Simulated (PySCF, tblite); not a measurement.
# C₆H₁₁BSSi: geometry, infrared bands and NMR shifts

What infrared bands and NMR shifts should C₆H₁₁BSSi (`C#C[C@@H]1B[Si@H](SC)CC1`) show?

Computed with tblite 0.8.0 and PySCF 2.14.0, with density-fitted response routines of our own, on a single molecule in the gas phase. Atoms count from 0, in the outputs and in this text.

**1. The starting structure**

20 atoms, charge 0, multiplicity 1; geometry from: force field or distance geometry start.

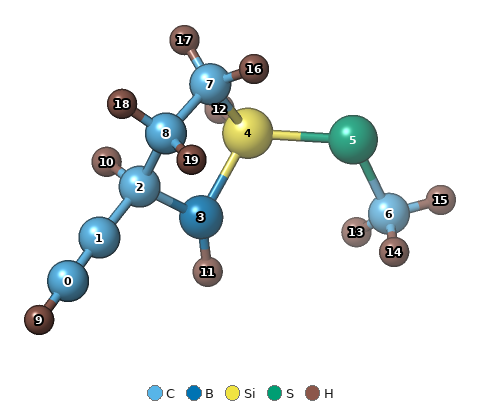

As it starts; carbon blue, boron blue, silicon yellow, sulfur teal, hydrogen brown, atoms numbered; sticks join atoms by distance.

**2. Optimising the geometry with GFN2-xTB**

The job: settings as JSON, then the geometry in Å.

```
{"job": {"kind": "relax", "xc": "GFN2-xTB", "basis": "xTB"}, "charge": 0, "multiplicity": 1}
C     -3.633300    -1.551800     0.142200
C     -2.725700    -0.849800    -0.176500
C     -1.585400    -0.037400    -0.541300
B     -0.230900    -0.847700    -0.552800
Si     1.007100     0.645700    -0.774500
S      2.786400     0.454700     0.304300
C      3.561000    -1.169300     0.228400
C     -0.167600     1.927800    -0.051600
C     -1.411400     1.167800     0.339000
H     -4.460900    -2.178800     0.415900
H     -1.739000     0.302900    -1.609400
H     -0.054500    -2.006200    -0.707800
H      1.153900     0.873700    -2.213400
H      3.319600    -1.674500    -0.728200
H      3.180200    -1.740900     1.104200
H      4.660000    -1.017100     0.369000
H      0.352800     2.317700     0.843000
H     -0.325700     2.721200    -0.769800
H     -2.273000     1.857000     0.164300
H     -1.418500     0.815700     1.392600
```

Launch:

```console
OMP_NUM_THREADS=1 python probes_run.py task.json out
```

One launch serves the whole session: the jobs run in the order shown.

The program printed:

```text
step      E/eV     max force
  0    -668.17279    1.999
  1    -668.37328    3.199
  2    -668.37078    4.999
  3    -668.53794    0.603
  4    -668.57734    0.473
  5    -668.63361    0.568
  6    -668.64587    0.366
  7    -668.66454    0.356
  8    -668.67907    0.470
  9    -668.69766    0.438
 10    -668.71158    0.258
 11    -668.72275    0.228
 12    -668.73101    0.260
 13    -668.73818    0.212
 14    -668.74405    0.178
 15    -668.74820    0.139
 16    -668.75107    0.128
 17    -668.75347    0.117
 18    -668.75575    0.113
 19    -668.75781    0.086
 20    -668.75948    0.098
 21    -668.76107    0.092
 22    -668.76305    0.117
 23    -668.76570    0.119
 24    -668.76895    0.141
 25    -668.77251    0.154
 26    -668.77623    0.133
 27    -668.78028    0.168
 28    -668.78470    0.145
 29    -668.78876    0.123
 30    -668.79218    0.139
 31    -668.79536    0.132
 32    -668.79852    0.151
 33    -668.80169    0.159
 34    -668.80452    0.154
 35    -668.80683    0.114
 36    -668.80888    0.115
 37    -668.81098    0.105
 38    -668.81333    0.119
 39    -668.81581    0.126
 40    -668.81804    0.096
 41    -668.81967    0.136
 42    -668.82110    0.128
 43    -668.82282    0.126
 44    -668.82680    0.136
 45    -668.82943    0.136
 46    -668.83304    0.152
 47    -668.83514    0.133
 48    -668.83737    0.105
 49    -668.83940    0.101
 50    -668.84127    0.102
 51    -668.84276    0.097
 52    -668.84415    0.081
 53    -668.84536    0.113
 54    -668.84666    0.115
 55    -668.84771    0.092
 56    -668.84883    0.067
 57    -668.84943    0.077
 58    -668.85062    0.074
 59    -668.85149    0.081
 60    -668.85263    0.086
 61    -668.85397    0.104
 62    -668.85548    0.127
 63    -668.85686    0.102
 64    -668.85808    0.075
 65    -668.85931    0.073
 66    -668.86047    0.092
 67    -668.86171    0.117
 68    -668.86293    0.085
 69    -668.86472    0.091
 70    -668.86582    0.087
 71    -668.86737    0.071
 72    -668.86835    0.068
 73    -668.86941    0.077
 74    -668.87055    0.101
 75    -668.87165    0.093
 76    -668.87270    0.086
 77    -668.87341    0.058
 78    -668.87421    0.084
 79    -668.87482    0.085
 80    -668.87580    0.092
 81    -668.87640    0.071
 82    -668.87684    0.053
 83    -668.87722    0.046
 84    -668.87770    0.052
 85    -668.87811    0.089
 86    -668.87854    0.060
 87    -668.87898    0.048
 88    -668.87954    0.049
 89    -668.88003    0.053
 90    -668.88099    0.076
 91    -668.88178    0.084
 92    -668.88250    0.083
 93    -668.88315    0.060
 94    -668.88357    0.063
 95    -668.88401    0.076
 96    -668.88442    0.057
 97    -668.88494    0.035
 98    -668.88531    0.038
 99    -668.88570    0.038
100    -668.88590    0.037
101    -668.88609    0.037
102    -668.88630    0.037
103    -668.88648    0.034
104    -668.88664    0.038
105    -668.88681    0.026
106    -668.88705    0.043
107    -668.88738    0.081
108    -668.88768    0.049
109    -668.88792    0.032
110    -668.88807    0.028
111    -668.88827    0.031
112    -668.88849    0.031
113    -668.88865    0.029
114    -668.88878    0.025
115    -668.88892    0.026
116    -668.88913    0.037
117    -668.88940    0.041
118    -668.88960    0.028
119    -668.88971    0.019
120    -668.88976    0.021
121    -668.88983    0.017
122    -668.88991    0.020
123    -668.89000    0.024
124    -668.89010    0.032
125    -668.89020    0.029
126    -668.89034    0.030
127    -668.89052    0.035
128    -668.89071    0.033
129    -668.89087    0.040
130    -668.89099    0.027
131    -668.89115    0.025
132    -668.89135    0.039
133    -668.89148    0.037
134    -668.89158    0.025
135    -668.89166    0.016
136    -668.89172    0.013
137    -668.89175    0.009
```

It took 2.3 s on 1 thread of Arm Neoverse N1, shared host; peak memory 0.18 GiB.

Relaxation path: (not every step is listed) (the energy doesn't fall at every step)

| step | energy from step 0 (eV) | largest force (eV/Å) |
| --- | --- | --- |
| 0 | 0.0000 | 1.9990 |
| 1 | -0.2005 | 3.1988 |
| 2 | -0.1980 | 4.9988 |
| 3 | -0.3652 | 0.6025 |
| 4 | -0.4046 | 0.4729 |
| 5 | -0.4608 | 0.5684 |
| 6 | -0.4731 | 0.3663 |
| 7 | -0.4918 | 0.3561 |
| 8 | -0.5063 | 0.4697 |
| 20 | -0.5867 | 0.0975 |
| 32 | -0.6257 | 0.1507 |
| 44 | -0.6540 | 0.1362 |
| 56 | -0.6760 | 0.0673 |
| 68 | -0.6901 | 0.0855 |
| 80 | -0.7030 | 0.0924 |
| 92 | -0.7097 | 0.0833 |
| 104 | -0.7139 | 0.0383 |
| 116 | -0.7163 | 0.0371 |
| 128 | -0.7179 | 0.0326 |
| 132 | -0.7186 | 0.0387 |
| 133 | -0.7187 | 0.0375 |
| 134 | -0.7188 | 0.0251 |
| 135 | -0.7189 | 0.0157 |
| 136 | -0.7189 | 0.0128 |
| 137 | -0.7190 | 0.0088 |

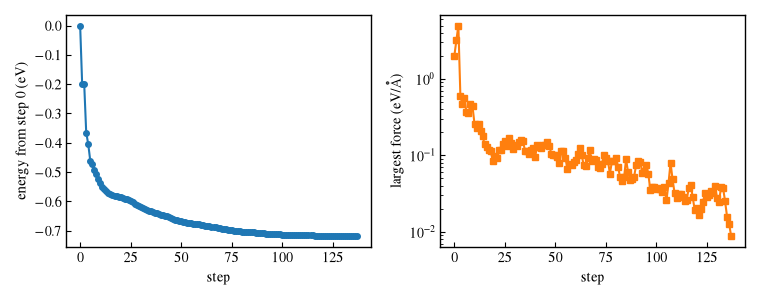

Energy and force, step by step.

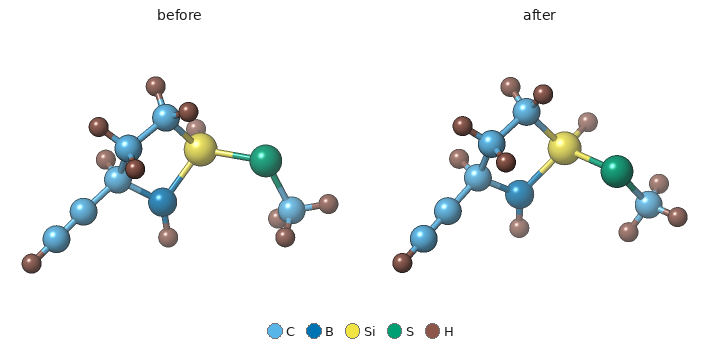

Before and after, at one scale.

Distances of close pairs at the start and the end, largest changes first:

| bond | before (Å) | after (Å) | change (Å) |
| --- | --- | --- | --- |
| Si4–S5 | 2.090 | 2.175 | +0.085 |
| C2–C8 | 1.503 | 1.547 | +0.044 |
| C6–H15 | 1.118 | 1.085 | -0.034 |
| C6–H14 | 1.113 | 1.085 | -0.028 |
| Si4–C7 | 1.883 | 1.910 | +0.027 |
| C2–H10 | 1.131 | 1.106 | -0.025 |
| C0–H9 | 1.074 | 1.049 | -0.025 |
| C8–H18 | 1.117 | 1.093 | -0.024 |

The final coordinates are the input of the step that follows.

**3. Infrared spectrum with GFN2-xTB**

The job: settings as JSON, then the geometry in Å.

```
{"job": {"kind": "ir", "xc": "GFN2-xTB", "basis": "xTB"}, "charge": 0, "multiplicity": 1}
C     -3.536106    -1.569583     0.553761
C     -2.680861    -0.912823     0.033616
C     -1.629351    -0.111442    -0.556429
B     -0.288245    -0.845414    -0.955790
Si     1.086652     0.534286    -0.800239
S      2.341210     0.198666     0.944438
C      3.416125    -1.104302     0.272307
C     -0.147440     1.903532    -0.299361
C     -1.344666     1.155014     0.284772
H     -4.289632    -2.145595     1.001377
H     -2.004708     0.234100    -1.537941
H     -0.266898    -1.977612    -1.244173
H      2.013069     0.988655    -1.848683
H      3.914549    -0.737702    -0.619464
H      2.826040    -1.985635     0.042331
H      4.148326    -1.335776     1.038516
H      0.236696     2.624666     0.418462
H     -0.455336     2.461678    -1.184253
H     -2.231379     1.792097     0.328125
H     -1.113193     0.843868     1.306199
```

The program printed:

```text
mode    cm-1     km/mol
  1      31.1      0.02
  2      44.8      6.06
  3      92.3      0.92
  4     109.6      1.23
  5     127.8      1.32
  6     139.1      0.19
  7     181.8      2.79
  8     200.4      1.09
  9     242.0      3.96
 10     350.9     10.35
 11     378.3      4.88
 12     421.6      3.97
 13     466.1     11.09
 14     475.3     58.90
 15     563.3     96.62
 16     613.5    118.27
 17     633.7     11.55
 18     656.2     14.21
 19     661.9      9.71
 20     710.5     15.86
 21     719.9     72.14
 22     731.7     43.83
 23     760.8     31.63
 24     803.0     46.95
 25     915.3     12.13
 26     947.2      0.15
 27     954.5     13.48
 28     957.8      1.30
 29     991.6      1.43
 30    1039.3      2.64
 31    1069.1      6.82
 32    1102.0      4.49
 33    1142.8      2.21
 34    1206.7     36.01
 35    1221.6      6.53
 36    1275.6      1.61
 37    1320.8      4.30
 38    1321.9      2.60
 39    1456.0      4.69
 40    1460.4      7.17
 41    1480.4      2.65
 42    1507.0      2.77
 43    2187.5    358.98
 44    2285.4     24.66
 45    2665.2     77.34
 46    2801.7     24.86
 47    2959.5     38.26
 48    2979.7     31.98
 49    2984.0     56.06
 50    3018.3     22.79
 51    3031.0      8.25
 52    3034.7     10.81
 53    3058.8      1.42
 54    3397.2      2.47
```

It took 1.7 s on 1 thread of Arm Neoverse N1, shared host; peak memory 0.18 GiB.

The strongest bands and the atoms that carry them (share of the mass-weighted mode):

| cm⁻¹ | km/mol | atoms |
| --- | --- | --- |
| 475 | 58.9 | Si4 43 %, S5 41 % |
| 563 | 96.6 | H12 70 % |
| 614 | 118.3 | H12 65 %, H11 10 % |
| 720 | 72.1 | C7 24 %, Si4 23 %, C6 12 % |
| 803 | 47.0 | B3 26 %, H16 16 %, C8 13 %, C7 10 % |
| 2188 | 359.0 | H12 97 % |
| 2665 | 77.3 | H11 92 % |
| 2984 | 56.1 | H19 57 %, H17 30 % |

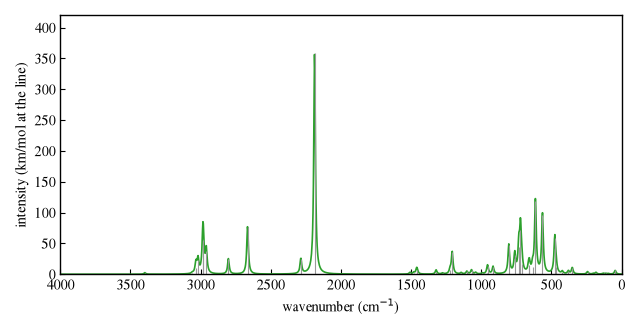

The infrared spectrum from these modes, unscaled. Lines are broadened to a width of 14 cm⁻¹ (Lorentzian).

**4. NMR shieldings: PBE0/pcSseg-1**

Settings changed since step 3:

```diff
@@ -1,2 +1,2 @@
-{"job": {"kind": "ir", "xc": "GFN2-xTB", "basis": "xTB"}, "charge": 0, "multiplicity": 1}
+{"job": {"kind": "nmr", "xc": "PBE0", "basis": "pcSseg-1"}, "charge": 0, "multiplicity": 1}
 C     -3.536106    -1.569583     0.553761
```

Level: GIAO PBE0/pcSseg-1 NMR shielding, non-relativistic, gas phase.

The program printed:

```text
coarse grid: 17672 points
cycle   1  E = -946.9599735499  dE =  1.021e+00  |g| = 4.681e-01  |ddm| = 4.313e+00
cycle   2  E = -946.9605216288  dE = -5.481e-04  |g| = 4.710e-01  |ddm| = 1.319e+00
cycle   3  E = -947.0206067442  dE = -6.009e-02  |g| = 6.270e-02  |ddm| = 6.917e-01
cycle   4  E = -947.0214779874  dE = -8.712e-04  |g| = 2.885e-02  |ddm| = 1.159e-01
cycle   5  E = -947.0216498467  dE = -1.719e-04  |g| = 1.465e-02  |ddm| = 3.787e-02
cycle   6  E = -947.0216991955  dE = -4.935e-05  |g| = 4.056e-03  |ddm| = 1.433e-02
cycle   7  E = -947.0217033459  dE = -4.150e-06  |g| = 7.581e-04  |ddm| = 4.005e-03
final grid: 161224 points
cycle   8  E = -947.0775902856  dE = -4.430e-05  |g| = 9.464e-03  |ddm| = 5.639e-02
cycle   9  E = -947.0775756760  dE =  1.461e-05  |g| = 1.201e-02  |ddm| = 2.373e-02
cycle  10  E = -947.0776129818  dE = -3.731e-05  |g| = 1.694e-03  |ddm| = 1.447e-02
cycle  11  E = -947.0776136437  dE = -6.619e-07  |g| = 5.583e-04  |ddm| = 1.821e-03
cycle  12  E = -947.0776137181  dE = -7.437e-08  |g| = 1.295e-04  |ddm| = 6.263e-04
cycle  13  E = -947.0776137224  dE = -4.377e-09  |g| = 2.701e-05  |ddm| = 2.144e-04
cycle  14  E = -947.0776137226  dE = -1.892e-10  |g| = 8.644e-06  |ddm| = 5.684e-05
converged SCF energy = -947.0776137226

GIAO shielding tensors (ppm)
atom      isotropic    diamagn.    paramagn.     s11        s22        s33       span
  0 C      111.341     258.745    -147.404     42.890     47.098    244.036    201.146
  1 C       96.981     253.896    -156.914    -12.277      5.138    298.083    310.360
  2 C      137.963     256.331    -118.369    114.263    142.205    157.420     43.157
  3 B       -2.758     193.922    -196.680    -86.017    -48.133    125.876    211.893
  4 Si     358.613     880.217    -521.604    312.838    352.280    410.721     97.883
  5 S      738.888    1059.367    -320.479    577.333    650.066    989.264    411.932
  6 C      172.284     250.791     -78.507    162.166    163.074    191.611     29.445
  7 C      170.690     253.078     -82.388    159.892    167.422    184.756     24.863
  8 C      151.912     248.974     -97.062    122.088    160.031    173.618     51.530
  9 H       30.039      34.469      -4.430     24.867     25.226     40.024     15.157
 10 H       29.688      28.188       1.500     22.946     30.865     35.252     12.306
 11 H       22.378      29.781      -7.403     13.157     26.612     27.364     14.207
 12 H       26.536      29.268      -2.732     22.656     25.229     31.723      9.067
 13 H       29.657      28.451       1.206     24.163     27.590     37.219     13.056
 14 H       29.620      30.262      -0.642     23.143     28.168     37.549     14.406
 15 H       29.650      27.873       1.777     23.723     26.574     38.653     14.931
 16 H       30.374      31.033      -0.659     25.976     28.452     36.694     10.719
 17 H       30.716      30.773      -0.056     25.068     29.058     38.023     12.955
 18 H       29.025      30.196      -1.171     23.348     28.650     35.077     11.729
 19 H       29.831      31.968      -2.137     25.537     29.865     34.090      8.553
```

It took 1.8 min on 1 thread of Arm Neoverse N1, shared host; peak memory 1.1 GiB.

The references, computed at this level on geometries of the same kind, shield at (ppm): ¹H TMS 31.72, ¹³C TMS 186.9, ²⁹Si TMS 349.2, ¹¹B BF3·OEt2 100.1, ³³S CS2 504. Their shielding less the atom's gives the shift. The references are single molecules in the gas phase. Atoms listed in one row are averaged.

| atoms | environment | σ (ppm) | δ (ppm) | δ scaled to CDCl3 |
| --- | --- | --- | --- | --- |
| C1 | alkyne carbon | 97.0 | 89.9 | 85.9 |
| C0 | terminal alkyne carbon | 111.3 | 75.6 | 71.9 |
| C2 | propargylic sp3 CH bonded to B | 138.0 | 49.0 | 45.9 |
| C8 | sp3 CH2 in a ring | 151.9 | 35.0 | 32.3 |
| C7 | sp3 CH2 bonded to Si | 170.7 | 16.2 | 13.9 |
| C6 | methyl carbon bonded to S | 172.3 | 14.6 | 8.0 |
| H11 | hydrogen on a boron bonded to C, Si, in a 5-membered ring | 22.38 | 9.34 | – |
| H12 | hydrogen on a silicon bonded to C, B, S, in a 5-membered ring | 26.54 | 5.18 | – |
| H18 | hydrogen on an sp3 CH2 in a ring | 29.02 | 2.69 | 2.64 |
| H13, H14, H15 | hydrogen on a methyl carbon bonded to S | 29.64 | 2.07 | 2.06 |
| H10 | hydrogen on a propargylic sp3 CH bonded to B | 29.69 | 2.03 | 2.02 |
| H19 | hydrogen on an sp3 CH2 in a ring | 29.83 | 1.89 | 1.88 |
| H9 | hydrogen on a terminal alkyne carbon | 30.04 | 1.68 | 1.69 |
| H16 | hydrogen on an sp3 CH2 bonded to Si | 30.37 | 1.34 | 1.37 |
| H17 | hydrogen on an sp3 CH2 bonded to Si | 30.72 | 1.00 | 1.05 |
| B3 | boron bonded to C, Si, H, in a 5-membered ring | -2.8 | 102.8 | – |
| Si4 | silicon bonded to C, B, S, H, in a 5-membered ring | 358.6 | -9.5 | – |
| S5 | sulfur bonded to C, Si | 739 | -235 | – |

The scaled column applies a straight-line fit of computed shieldings to shifts measured in CDCl3, with any fitted terms for Cl, Br or S neighbours (root-mean-square error 0.16 ppm for H, 1.9 ppm for C).

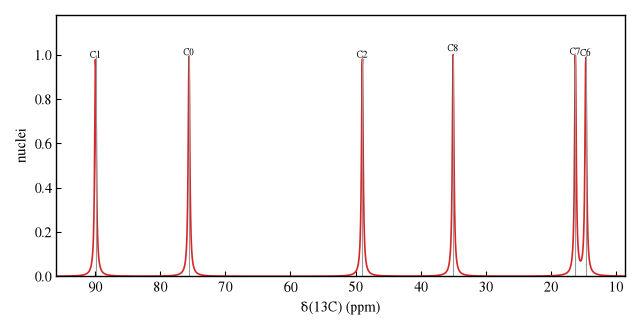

¹³C lines at the computed shifts, without couplings. Lines are broadened to a width of 0.30 ppm (Lorentzian).

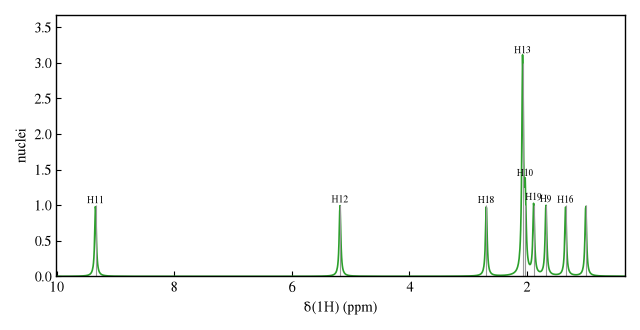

¹H lines at the computed shifts, without couplings. Lines are broadened to a width of 0.03 ppm (Lorentzian).

Charges from the same density, by scheme (e):

| atoms | Mulliken | IAO | Hirshfeld | ESP fit |
| --- | --- | --- | --- | --- |
| C0 | -0.42 | -0.27 | -0.13 | -0.32 |
| C1 | 0.33 | -0.02 | -0.04 | -0.36 |
| C2 | -0.50 | -0.25 | -0.07 | 0.50 |
| B3 | 0.16 | -0.07 | 0.10 | 0.08 |
| Si4 | 0.50 | 0.67 | 0.26 | 0.14 |
| S5 | -0.28 | -0.17 | -0.09 | -0.22 |
| C6 | -0.41 | -0.50 | -0.12 | -0.42 |
| C7 | -0.50 | -0.53 | -0.16 | -0.34 |
| C8 | -0.17 | -0.24 | -0.06 | -0.07 |

Hirshfeld charges:

C0 -0.13; C1 -0.04; C2 -0.07; B3 0.10; Si4 0.26; S5 -0.09; C6 -0.12; C7 -0.16; C8 -0.06; H9 0.09; H10 0.07; H11 -0.05; H12 -0.08; H13 0.04; H14 0.05; H15 0.05; H16 0.04; H17 0.04; H18 0.04; H19 0.04

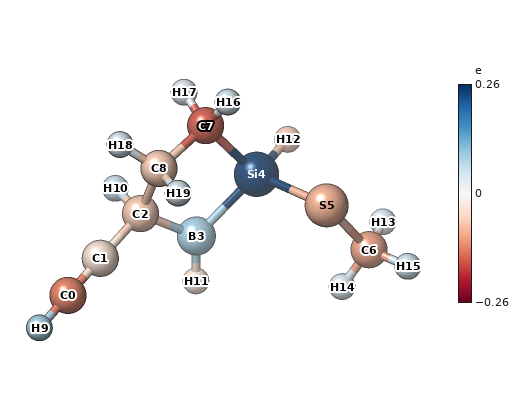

Hirshfeld charges, as colours on the atoms.

Mayer bond orders: C0–C1 2.47, C1–C2 1.11, C2–B3 0.92, B3–Si4 0.94, Si4–S5 1.01, S5–C6 1.00, Si4–C7 0.91, C7–C8 1.03, C8–C2 1.01.

Ring of atoms C2, B3, Si4, C7, C8: NICS(0) -0.6, NICS(1) -3.1, NICS(1)zz -1.8 ppm (means of both faces).

Orbitals, density, ELF and potential are computed afterwards from the orbital file.

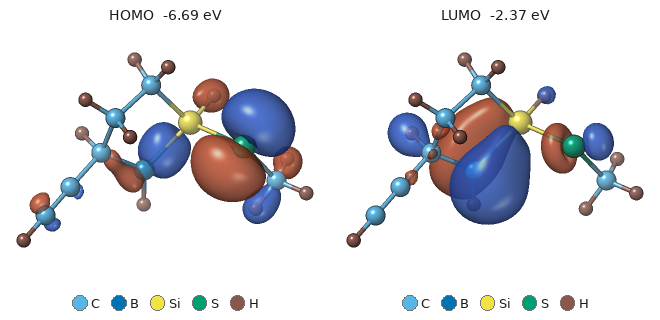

Frontier orbitals at PBE0/pcSseg-1; each surface holds 70 % of the orbital's density, blue and red mark the sign.

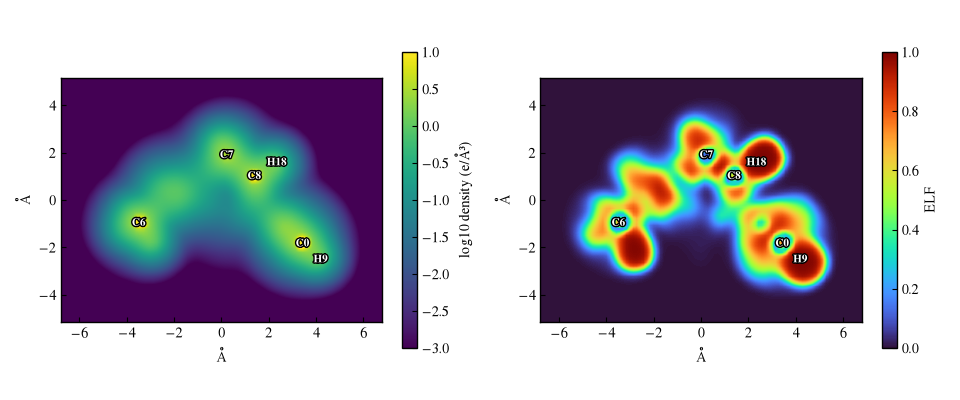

Density (left) and ELF (right) in a plane through or near 6 of the atoms.

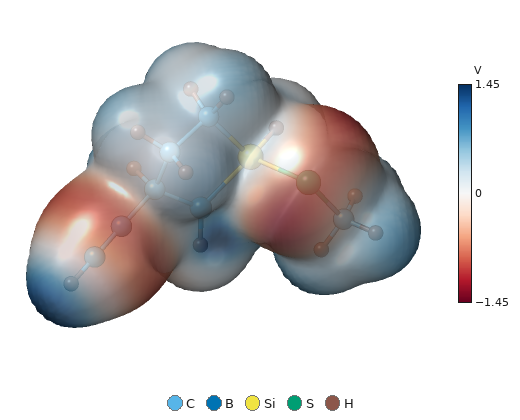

The potential that a unit positive charge feels on the 0.002 e/bohr³ surface, from -0.97 V near S5 to 1.45 V near B3.

**5. Results**

| quantity | value |
| --- | --- |
| strongest single infrared mode (GFN2-xTB) | 2188 cm⁻¹, 359 km/mol |
| zero-point energy (GFN2-xTB) | 94.2 kcal/mol |
| ¹³C shifts against TMS (PBE0/pcSseg-1) | 89.9, 75.6, 49.0, 35.0, 16.2, 14.6 ppm |
| ¹H shifts against TMS (PBE0/pcSseg-1, means over atoms taken as alike) | 9.34, 5.18, 2.69, 2.07, 2.03, 1.89, 1.68, 1.34, 1.00 ppm |
| ¹¹B shifts against BF3·OEt2 (PBE0/pcSseg-1) | 102.8 ppm |
| ²⁹Si shifts against TMS (PBE0/pcSseg-1) | -9.5 ppm |
| ³³S shifts against CS2 (PBE0/pcSseg-1) | -235 ppm |
| surface potential, least and greatest | -0.97 V and 1.45 V |

**Reading.** The optimisation took 137 steps and gained 0.719 eV; among the close pairs (by a distance rule), Si4–S5 changed most, from 2.090 to 2.175 Å. No mode is imaginary among the 54: a minimum at this level. The strongest single mode, at 2188 cm⁻¹, moves mainly H12. Unscaled tight-binding wavenumbers are off by several per cent, some by more. Its intensities can rank the bands wrongly. At PBE0/pcSseg-1: The widest tensor belongs to S5: span 412 ppm, with a paramagnetic part of -320 ppm. By nearest atom (PBE0/pcSseg-1), the HOMO sits on S5 67 %; B3 7 % and the LUMO on B3 52 %; H11 11 %.
